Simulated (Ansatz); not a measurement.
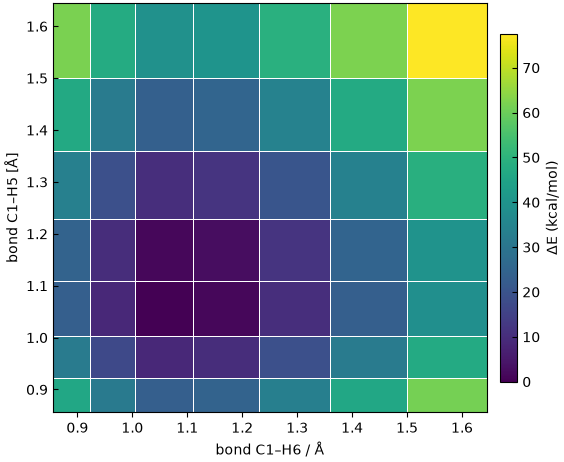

Energy landscape of CH₂FOSi, SMILES [CH2-][Si](=O)F, charge −1. Two internal coordinates are moved rigidly from the geometry relaxed at PBE0-D4/def2-TZVP, all others fixed. The first coordinate is: bond C1–H6; the second: bond C1–H5. Grid: 7 × 7 points. Points are written as (first, second). Energies are in kcal/mol, from the lowest grid point. All numbers below come from RKS PBE-D4/def2-TZVPPD (Ansatz 0.2.0).

Drawn: one coloured cell a grid point. 

Q: Describe this landscape.

A: The lowest grid point is at (1.053 Å, 1.053 Å). The bottom of the well lies between grid points, at about (1.091 Å, 1.091 Å), about 1.3 kcal/mol lower on the interpolated surface. No other kind of well shows on this grid. The highest grid point, (1.573 Å, 1.572 Å), lies 77.5 kcal/mol above the lowest. Round the minimum the contours are nearly round: the two directions are equally stiff and uncoupled.

Grid values (kcal/mol):

| bond C1–H5 ↓, bond C1–H6 → | 0.889 | 0.956 | 1.053 | 1.167 | 1.293 | 1.428 | 1.573 |
| --- | --- | --- | --- | --- | --- | --- | --- |
| 1.572 | 61.9 | 47.3 | 38.8 | 40.2 | 49.2 | 62.4 | 77.5 |
| 1.428 | 46.6 | 32.1 | 23.6 | 25.0 | 33.9 | 47.1 | 62.2 |
| 1.292 | 33.3 | 18.8 | 10.3 | 11.6 | 20.6 | 33.7 | 48.9 |
| 1.166 | 24.4 | 9.9 | 1.3 | 2.7 | 11.6 | 24.7 | 39.8 |
| 1.053 | 23.1 | 8.6 | 0.0 | 1.3 | 10.2 | 23.2 | 38.4 |
| 0.955 | 31.8 | 17.2 | 8.7 | 10.0 | 18.8 | 31.9 | 47.0 |
| 0.889 | 46.1 | 31.6 | 23.1 | 24.4 | 33.2 | 46.3 | 61.4 |
